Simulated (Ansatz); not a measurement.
Consider RbMnBr3 (cubic perovskite) (Pm-3m).

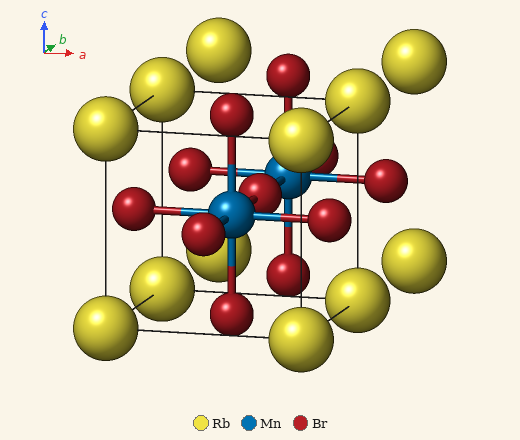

The structure (rubidium yellow, manganese blue, bromine red). 1×2×1 cells are drawn. Some periodic images of atoms are drawn too.

The structure was built from a prototype and need not be the compound's stable phase.

```xyz
5
Lattice="0.0000 -4.9225 0.0000 0.0000 0.0000 4.9225 -4.9225 0.0000 0.0000" Properties=species:S:1:pos:R:3 pbc="T T T"
Rb    0.0000    0.0000    0.0000
Mn   -2.4613   -2.4613    2.4613
Br    0.0000   -2.4613    2.4613
Br   -2.4613   -2.4613    0.0000
Br   -2.4613    0.0000    2.4613
```

The structure was relaxed with LDA. The structure type comes from a generator and need not be one that this composition takes. The structure was generated from a model, not taken from a measurement. The runs that relaxed it are not among those shown. The program's search for lower electronic states was switched off, so nothing shows that the state found is the lowest. PAW set soft_2, made with PBE.

A constrained-RPA run (Ansatz 0.2.0; non-magnetic LDA; Mn d, bands v3 to c2, 4×4×4 mesh, medium accuracy) builds 5 functions on bands 3.5 eV wide, with 5.0 electrons in the window. The bare on-site interaction is 16.8 eV and the bare J 0.55 eV.

Question: What U and J survive the screening?

On the Mn d shell, U = 3.56 eV (21 % of the bare value), U′ = 2.70 eV, J = 0.42 eV.

The parent state is non-magnetic and the interaction static (zero frequency); U depends on the window and the orbitals, so it belongs to this model alone.

[Paths, hosts, dates, memory and timing lines, banners, echoed tables and standing remarks are left out of the program output.]

[Logs are printed without paths, hosts, clocks, repeated set-up lines and the standing remarks that a program may print on its own settings, such as how far it seeks lower states.]

[Runs of the session that timed out or met a known fault of the program may be left out.]

[Hosts, paths, dates, database ids (printed as entryN), source tags and the programs' standing remarks are cut or masked in the printed files.]
